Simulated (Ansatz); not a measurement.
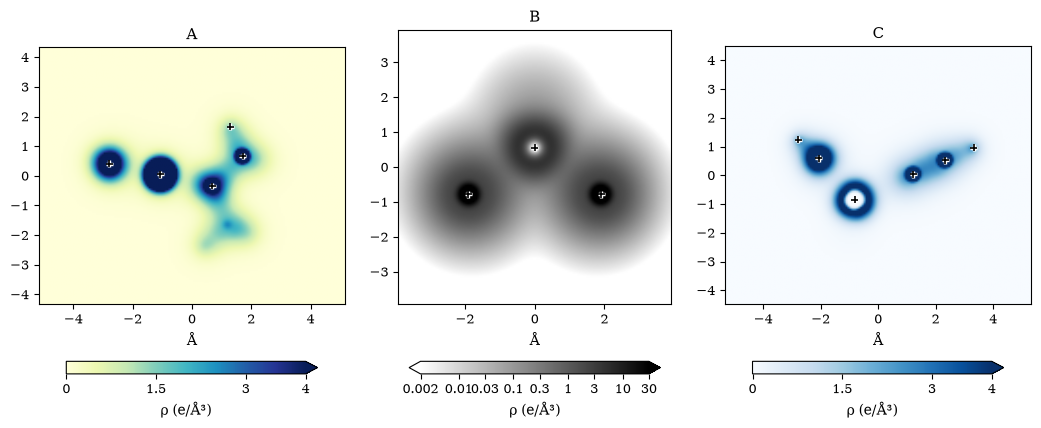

The electron density of 3 systems, each on a plane through atoms (crosses mark nuclei in the plane).

Theory: isolated molecule in a Gaussian basis; Kohn-Sham density functional theory, functional PBE0 (Ansatz).

System 1: Cl3FZr (SMILES [F][Zr]([Cl])([Cl])[Cl]), the plane of atoms Cl1, Zr5 and Cl3. Geometry: PBE0-D4/def2-SVP; core potentials replace the inner electrons of Zr.

```yaml
atoms:
  - { symbol: Cl, position_ang: [1.6354, -1.3561, -0.5635] }
  - { symbol: Cl, position_ang: [-2.0214, -0.4789, -1.1611] }
  - { symbol: Cl, position_ang: [0.4832, 2.2654, -0.3264] }
  - { symbol: F, position_ang: [-0.4674, -0.1841, 1.8930] }
  - { symbol: Zr, position_ang: [-0.1122, 0.0488, 0.0615] }
```

System 2: C2H7NOZn (SMILES C[N](C)[Zn][OH]), the plane of atoms C2, N3 and Zn5. Geometry: PBE0-D4/def2-SVP.

```xyz
12

C    -1.4830   -0.1852   -1.1197
C    -0.5000    0.5822    0.9270
N    -0.5603    0.7210   -0.4994
O     1.0458    3.3784   -2.2652
Zn    0.1752    2.1203   -1.3768
H    -1.2285   -1.2450   -0.9024
H    -2.5344   -0.0437   -0.7824
H    -1.4806   -0.0790   -2.2168
H    -1.4713    0.7861    1.4314
H     0.2418    1.2664    1.3705
H    -0.2044   -0.4457    1.2288
H     0.5715    4.2112   -2.3482
```

System 3: C2H4HfO3 (SMILES C#[C][Hf]([OH])([OH])[OH]), the plane of atoms C2, Hf3 and O6. Geometry: PBE0-D4/def2-SVP; core potentials replace the inner electrons of Hf.

```json
{"atom": "C", "x (Å)": "-2.1506", "y (Å)": "-3.3712", "z (Å)": "3.1430"}
{"atom": "C", "x (Å)": "-1.8787", "y (Å)": "-2.6171", "z (Å)": "2.2154"}
{"atom": "Hf", "x (Å)": "-1.3892", "y (Å)": "-1.2575", "z (Å)": "0.5428"}
{"atom": "O", "x (Å)": "-1.4657", "y (Å)": "-2.2890", "z (Å)": "-1.0751"}
{"atom": "O", "x (Å)": "-2.6985", "y (Å)": "0.1471", "z (Å)": "0.5444"}
{"atom": "O", "x (Å)": "0.3771", "y (Å)": "-0.5735", "z (Å)": "0.8582"}
{"atom": "H", "x (Å)": "-2.3894", "y (Å)": "-4.0334", "z (Å)": "3.9577"}
{"atom": "H", "x (Å)": "-1.4725", "y (Å)": "-2.7016", "z (Å)": "-1.9354"}
{"atom": "H", "x (Å)": "-3.2924", "y (Å)": "0.8879", "z (Å)": "0.4499"}
{"atom": "H", "x (Å)": "1.2406", "y (Å)": "-0.1717", "z (Å)": "0.9146"}
```

Which map belongs to which system?

Answer. Panel A is system 2, C2H7NOZn: the plane holds C, N, O, Zn and H. C–N (1.43 Å): ρ is about 2 e/Å³ halfway. Panel B is system 1, Cl3FZr: the plane holds Cl and Zr. Zr–Cl (2.33 Å): the density is about 0.64 e/Å³ at the midpoint. Panel C is system 3, C2H4HfO3: the plane holds C, Hf, O and H. C–C (1.23 Å): ρ is about 2.7 e/Å³ halfway.
